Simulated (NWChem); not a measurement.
## Energy and gradient calculation of SiF2

The run: energy and gradient calculation of SiF2, SMILES F[Si]F. Method and program: MP2/def2-TZVP, RHF (NWChem 7.3.0).

The geometry comes from this level: PBE0-D4/def2-TZVP.

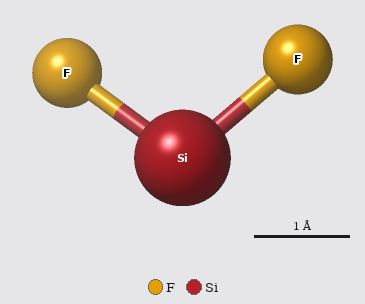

Fig. 1: The structure as given in the input (ball-and-stick view, seen at a tilt). Bond lengths as drawn: F–Si 1.60 Å.

The input:
```python
from ase import Atoms
from ase.calculators.nwchem import NWChem

atoms = Atoms(['F', 'Si', 'F'], positions=[
    [0.166300, 1.246800, 0.229400],
    [-0.594900, -0.046400, -0.330100],
    [0.428600, -1.200400, 0.100700],
])

calc = NWChem(
    label='m1',
    theory='mp2',
    memory='2200 mb',
    basis='def2-TZVP',
    basispar='spherical bse',
    scf={'nopen': '0', 'rhf': None, 'thresh': '1e-08', 'maxiter': '80'},
    mp2={'freeze': 'core 7', 'tight': None},
)
atoms.calc = calc

forces = atoms.get_forces()
print("Total energy (eV):", round(atoms.get_potential_energy(), 6))
print("forces (eV/A):")
for s, f in zip(atoms.symbols, forces):
    print(f"{s:2s} {f[0]:10.5f} {f[1]:10.5f} {f[2]:10.5f}")
```

File m1.nwi:
```
title "m1"

permanent_dir m1

scratch_dir m1

start m1

geometry units angstrom nocenter noautosym noautoz
  F  1.6630000000000000e-01 1.2467999999999999e+00 2.2939999999999999e-01
  Si -5.9489999999999998e-01 -4.6399999999999997e-02 -3.3010000000000000e-01
  F  4.2859999999999998e-01 -1.2003999999999999e+00 1.0070000000000000e-01
end

memory 2200 mb

basis spherical bse noprint
   * library def2-TZVP
end

scf
  nopen 0
  rhf
  thresh 1e-08
  maxiter 80
end
mp2
  freeze core 7
  tight
end

task mp2 gradient
```

Hardware: 1 thread of Intel Xeon (Sapphire Rapids), 16 GiB of memory available, shared host.

Command:
```bash
export ASE_NWCHEM_COMMAND="nwchem PREFIX.nwi > PREFIX.nwo"
python run.py
```

Log:
```
Total energy (eV): -13295.665981
forces (eV/A):
F     0.01728    0.09071    0.01954
Si   -0.05343   -0.00437   -0.02967
F     0.03615   -0.08634    0.01013
```

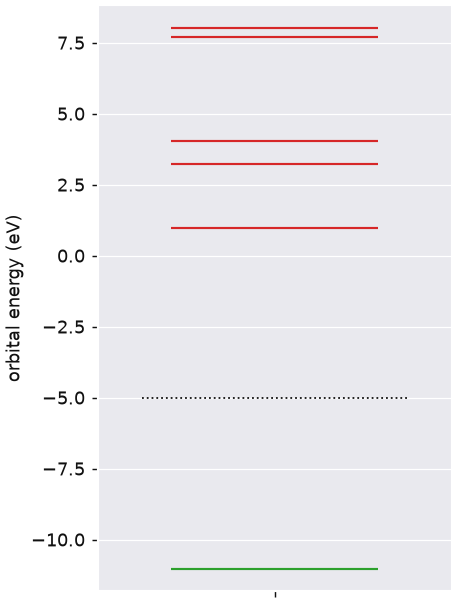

Fig. 2: Orbital energies near the frontier (SCF reference); the dotted line parts filled from empty levels, and levels within 0.02 eV of each other stand side by side. Highest filled −11.02 eV, lowest empty 0.96 eV, 11.98 eV apart.

Results in brief:

```tsv
quantity	value
outcome	converged
total energy	−488.606717 hartree
SCF energy	−488.010935 hartree
correlation energy	−0.595781 hartree
basis functions	99
largest force	0.094 eV/Å
HOMO of the SCF reference	−11.02 eV
LUMO of the SCF reference	0.96 eV
wall time	54 s
peak memory	0.29 GiB
```
